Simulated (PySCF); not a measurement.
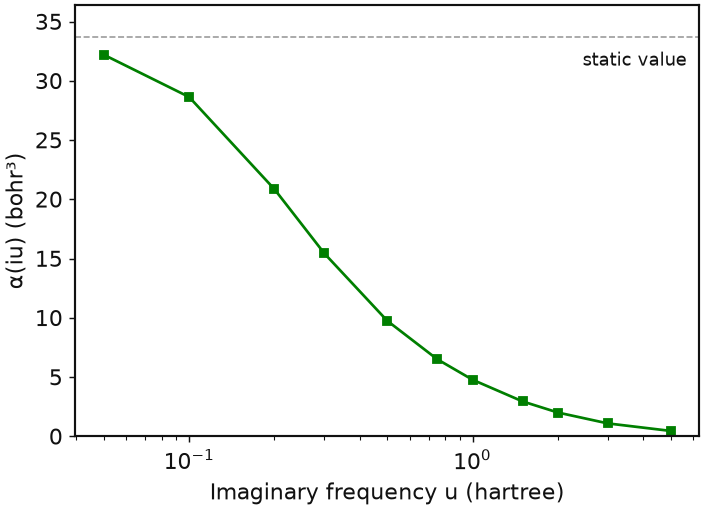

Dipole polarisability at imaginary frequency of Tc⁺ ([Kr] 4d⁵ 5s). Coupled response at the PBE level; PySCF, aug-cc-pVTZ-PP with a 28-electron core potential, unrestricted single determinants, no spin-orbit coupling.

> What follows from the curve?

The static dipole polarisability is 33.7 bohr³; α(iu) falls to half of it near u = 0.27 hartree. The Casimir–Polder integral gives C₆ = 251 hartree bohr⁶ for two such species.
